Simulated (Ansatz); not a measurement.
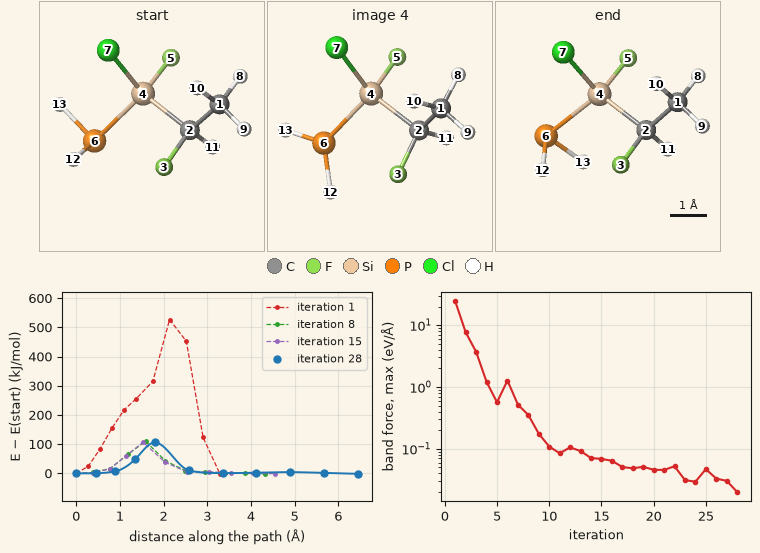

NEB run on C2H6ClF2PSi. Images are numbered from 0 (start) to 10 (end). The plot follows the band through its iterations. The picture is a ball-and-stick view, seen at a tilt.

The calculation used Ansatz 0.2.0, RKS B3LYP-D4/cc-pVDZ. Run with 9 movable images; climbing image; force threshold 0.03 eV/Å; iteration limit 51; starting path through a guess of the saddle point.

Q: Judge this run.

A: The run is converged, with reservations. The band converged in 28 iterations. The largest component of the band force went from 24 to 0.02 eV/Å. The climbing image converged on the top of the path. Its vibrational analysis gives one imaginary mode (703i cm⁻¹), as a transition state must have. The first iteration put the highest image at 527.2 kJ/mol. Forward barrier 105.9 kJ/mol, backward barrier 107.0 kJ/mol, with image 4 at the top; the reaction energy is −1.1 kJ/mol.

The run took 9.2 min on 2 threads of AMD EPYC 9R45 96-Core Processor (Zen 5), on a shared host, peak memory 0.48 GiB.
